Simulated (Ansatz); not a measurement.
# Calculations on Si₂NH₉

### Relaxation

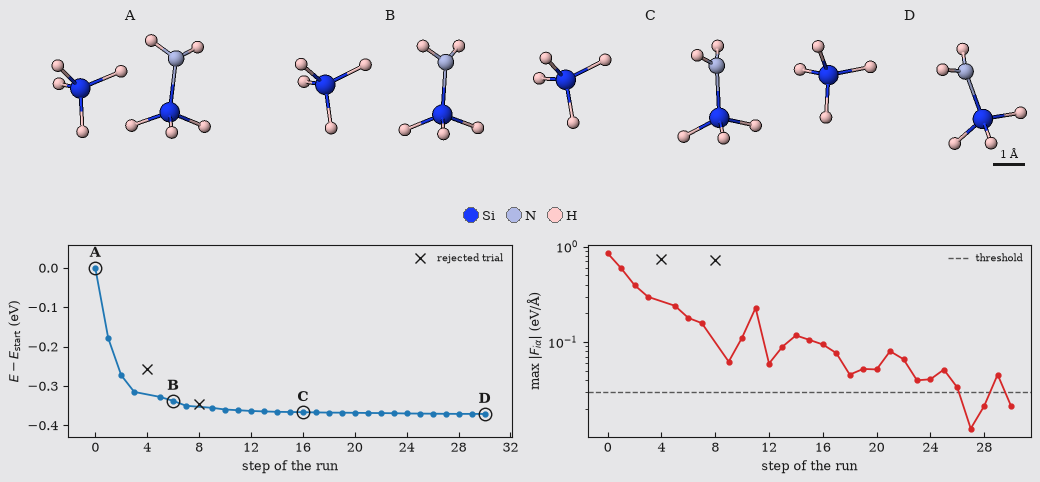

Frames of a relaxation of Si2NH9, marked on the history of the run. Style: ball-and-stick. Shown at a tilt.

The run prepares an end point of a later path (reaction) calculation, from a guessed geometry.

All numbers below come from RKS BLYP/def2-mTZVP in Ansatz 0.2.0.

Input file:
```yaml
crystal:
  periodic: [false, false, false]
  atoms:
    - { symbol: Si, position_ang: [-0.107703, 0.257782, 0.170345] }
    - { symbol: "N", position_ang: [-0.284998, 0.444478, 1.945011] }
    - { symbol: H, position_ang: [-1.061105, 1.048035, 2.226844] }
    - { symbol: H, position_ang: [-0.268471, -0.381934, 2.53262] }
    - { symbol: H, position_ang: [1.280434, 0.53901, -0.294459] }
    - { symbol: H, position_ang: [-1.013006, 1.288208, -0.420066] }
    - { symbol: H, position_ang: [-0.509233, -1.078845, -0.365217] }
    - { symbol: Si, position_ang: [1.737697, -2.456472, 1.178623] }
    - { symbol: H, position_ang: [0.547166, -3.347645, 1.136534] }
    - { symbol: H, position_ang: [2.306879, -2.293254, -0.185482] }
    - { symbol: H, position_ang: [2.763504, -3.053877, 2.080373] }
    - { symbol: H, position_ang: [1.320035, -1.154286, 1.717574] }
basis:
  gaussian: { orbitals: def2-mTZVP }
hamiltonian:
  xc: blyp
relax:
  f_tol: 0.03
  max_steps: 50
```

Command:
```bash
ansatz run input.yaml --threads 2 --pin off --max-ram 3072MiB --backend cpu --events-out ev --progress --plain --runs-dir out
```

Describe the path.

H7 moves most after the best rigid fit: 1.71 Å. Largest moves by element: H 1.71 Å, Si 1.24 Å, N 0.55 Å. Some distances before and after: Si1–Si8 3.434 → 5.880 Å, Si1–N2 1.793 → 1.748 Å, Si8–H12 1.470 → 1.493 Å, Si1–H7 1.495 → 1.502 Å. Bond angles that change, for instance: Si1–N2–H3 114.2° → 119.2°, N2–Si1–H5 112.4° → 107.6°, N2–Si1–H6 105.0° → 107.7°. Groups turn about Si1–N2 by about 45°. After 28 accepted moves (30 points after the start) the energy has fallen by 0.371 eV. The largest force component goes from 0.85 to 0.021 eV/Å. The line search rejected the trial steps at points 4, 8 of the run. The forces were under the threshold at step 27, but the run went on from there. The run took 22 s on 2 threads of Intel(R) Xeon(R) 6975P-C (Granite Rapids), with other jobs on the host, peak memory 0.14 GiB. From step 0 to 6: H atoms move most (0.62 Å), energy −0.338 eV. From step 6 to 16: H9 moves most (0.90 Å), energy −0.029 eV. From step 16 to 30: H4 moves most (0.69 Å), energy −0.005 eV.

### Relaxation

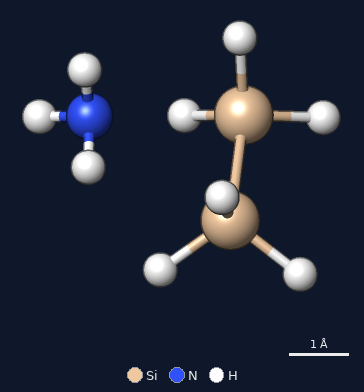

Starting structure of Si$_{2}$NH$_{9}$. Style: ball-and-stick. Shown at a tilt.

The run prepares an end point of a later path (reaction) calculation, from a guessed geometry.

Computed with RKS BLYP/def2-mTZVP in Ansatz 0.2.0.

The input:
```yaml
crystal:
  periodic: [false, false, false]
  atoms:
    - { symbol: Si, position_ang: [0.469182, -0.239221, -0.458652] }
    - { symbol: "N", position_ang: [-0.301267, -0.372827, 2.460538] }
    - { symbol: H, position_ang: [-1.294982, -0.532362, 2.65402] }
    - { symbol: H, position_ang: [-0.023675, 0.467965, 2.977049] }
    - { symbol: H, position_ang: [0.959123, -0.211445, -1.879219] }
    - { symbol: H, position_ang: [0.725565, 1.12191, 0.093269] }
    - { symbol: H, position_ang: [-1.002706, -0.476024, -0.528991] }
    - { symbol: Si, position_ang: [1.534511, -1.880481, 0.673248] }
    - { symbol: H, position_ang: [0.586226, -2.87659, 1.263252] }
    - { symbol: H, position_ang: [2.460454, -2.668803, -0.206193] }
    - { symbol: H, position_ang: [2.380945, -1.35293, 1.789686] }
    - { symbol: H, position_ang: [0.217822, -1.167991, 2.884693] }
basis:
  gaussian: { orbitals: def2-mTZVP }
hamiltonian:
  xc: blyp
relax:
  f_tol: 0.03
  max_steps: 50
```

Launched with:
```bash
ansatz run input.yaml --threads 2 --pin off --max-ram 3072MiB --backend cpu --events-out ev --progress --plain --runs-dir out
```

Question: What does the optimiser find from here?

Answer: H12 moves most after the best rigid fit: 0.63 Å. By element the largest moves are H 0.63 Å, N 0.19 Å, Si 0.17 Å. Among the contacts that change: Si1–Si8 2.260 → 2.362 Å, N2–H12 1.040 → 1.025 Å, Si8–H11 1.497 → 1.493 Å. The energy falls by 3.70 kcal/mol in 7 geometry steps. The largest force component goes from 0.95 to 0.0082 eV/Å.

Final geometry:

```xyz
12

Si    0.4885   -0.2382   -0.5251
N    -0.3358   -0.4010    2.6476
H    -1.3565   -0.4498    2.5628
H    -0.1147    0.5517    2.9554
H     0.8913   -0.1790   -1.9678
H     0.7907    1.1001    0.0637
H    -0.9891   -0.4515   -0.4971
Si    1.6460   -1.9712    0.5876
H     0.7128   -2.9917    1.1499
H     2.5518   -2.6905   -0.3661
H     2.5064   -1.4463    1.6890
H    -0.0803   -1.0214    3.4227
```

After the run, drawn alike:

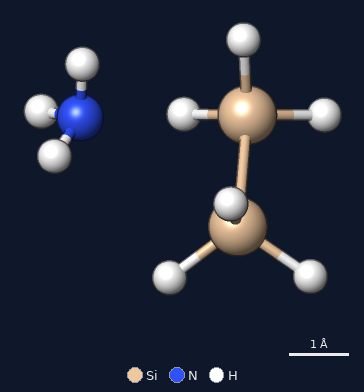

Limits of the set-up: the start holds two separate molecules, 2.4 Å apart at their closest, whose relative position is a soft coordinate and is computed without a dispersion correction.

### Path

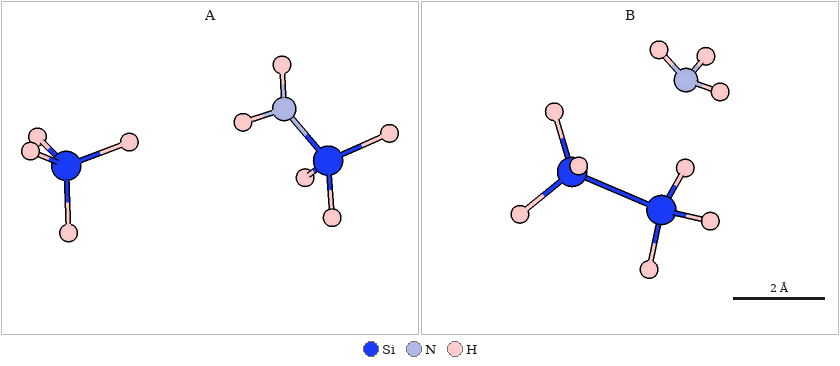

The two relaxed end points of a path for Si₂NH₉, made up at the start of SiNH₅ and SiH₄. A ball-and-stick model, seen at a tilt.

Theory: RKS BLYP/def2-mTZVP (Ansatz).

Settings: 7 movable images; climbing image; force threshold 0.03 eV/Å; iteration limit 60.

Start:
```xyz
12

Si   -0.7843    1.2805   -0.0772
N    -0.4354    0.7140    1.5395
H    -1.2072    0.4729    2.1600
H     0.3396    0.0669    1.6853
H     0.4896    1.7855   -0.6638
H    -1.7827    2.3824    0.0353
H    -1.3458    0.2735   -1.0398
Si    2.2900   -3.4372    1.6160
H     1.3057   -4.5549    1.5930
H     3.0039   -3.3672    0.3101
H     3.2715   -3.6528    2.7159
H     1.5663   -2.1524    1.8483
```

End:
```xyz
12

Si    0.5236   -0.0499   -0.4353
N    -0.3791   -0.6205    2.6682
H    -1.3971   -0.6588    2.5520
H    -0.1696    0.2847    3.1015
H     0.9622    0.1949   -1.8477
H     0.8057    1.2016    0.3284
H    -0.9533   -0.2662   -0.4724
Si    1.6599   -1.9109    0.4740
H     0.7170   -2.9960    0.8765
H     2.5921   -2.5007   -0.5411
H     2.4904   -1.5316    1.6553
H    -0.1406   -1.3355    3.3632
```

Question: What barrier does the band find between them, and by what path?

Answer: The energy climbs by 2.06 eV to image 5 and then falls by 1.77 eV, so the end point sits at +0.30 eV. Breaking: Si1–N2 (1.75 → 1.93 at the top → 3.28 Å), Si8–H12 (1.49 → 2.36 at the top → 3.45 Å). Forming: N2–H12 (3.51 → 1.08 at the top → 1.03 Å), Si1–Si8 (5.88 → 3.15 at the top → 2.36 Å). The band converged in 38 iterations. The largest component of the band force went from 6.6 to 0.025 eV/Å. The climbing image converged on the top of the path. Its vibrational analysis gives one imaginary mode (256i cm⁻¹), as a transition state must have.

Energies of the converged images:

| image | path (Å) | E (eV) |
| --- | --- | --- |
| 0 | 0.00 | 0.000 |
| 1 | 1.24 | 0.003 |
| 2 | 2.48 | 0.010 |
| 3 | 3.72 | 0.061 |
| 4 | 4.96 | 0.315 |
| 5 | 6.20 | 2.064 |
| 6 | 8.72 | 0.490 |
| 7 | 11.23 | 0.323 |
| 8 | 13.75 | 0.296 |

The geometry at the top of the path:

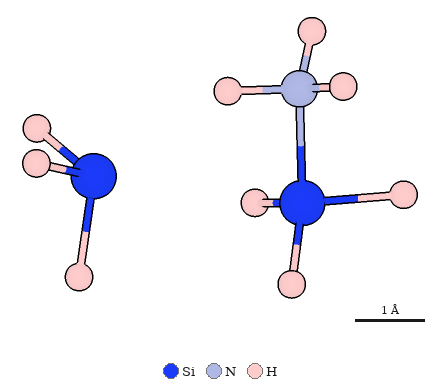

Limits of the set-up: the start holds two separate molecules, 2.5 Å apart at their closest, whose relative position is a soft coordinate and is computed without a dispersion correction.

The run took 3.3 min on 2 threads of Intel(R) Xeon(R) 6975P-C (Granite Rapids), on a shared host, peak memory 0.14 GiB.
